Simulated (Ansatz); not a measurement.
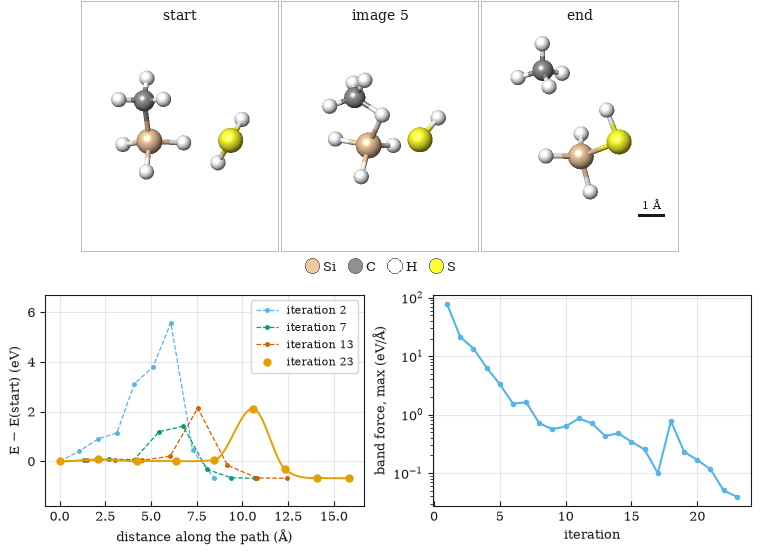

NEB run on CH8SSi, made up of CH₆Si and H$_{2}$S. Images are numbered from 0 (start) to 8 (end). The plot follows the band through its iterations. Style: ball-and-stick. Shown at a tilt.

Method: Ansatz 0.2.0, RKS PBE-D4/6-31G*. Set-up: 7 movable images; climbing image; force threshold 0.05 eV/Å; iteration limit 60; starting path through a guess of the saddle point.

Q: How did the profile develop, and is the result final?

A: The run is converged, with reservations. The band converged in 23 iterations. The largest component of the band force went from 77 to 0.039 eV/Å. The climbing image converged on the top of the path. Its vibrational analysis gives one imaginary mode (1016i cm⁻¹), as a transition state must have. The first iteration put the highest image at 25.59 eV. Forward barrier 2.12 eV, backward barrier 2.80 eV, with image 5 at the top; the reaction energy is −0.69 eV.

Limits of the set-up: the start holds two separate molecules, 2.7 Å apart at their closest, whose relative position is a soft coordinate.
